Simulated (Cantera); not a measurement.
Charge: 1 mol CF₄, 0.9 mol Si, 0.066 mol F₂, held at 13.0 Pa.

These are equilibrium values from Cantera (NASA tables, ideal gas, pure condensed phases), not measurements of a reactor. Candidate condensed phases: C, Si, SiC; 23 gas species. The tables' values for SiF₃ are old estimates; treat these amounts as uncertain. Gases not in the tables: C₂F₆ and larger saturated fluorocarbons. Kinetics and transport are ignored.

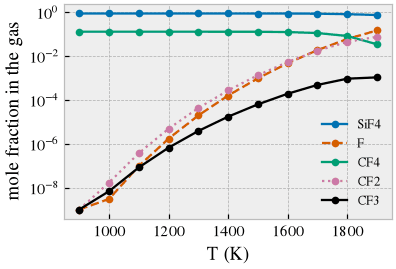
Figure. Equilibrium gas composition (values under 1e-9 drawn at 1e-9)

**Question.** Read off the mole fractions at 1600 K.

**Answer.** SiF₄ about 0.87, CF₄ about 0.12, CF₂ about 0.0053, F about 0.0047, CF₃ about 0.00019.
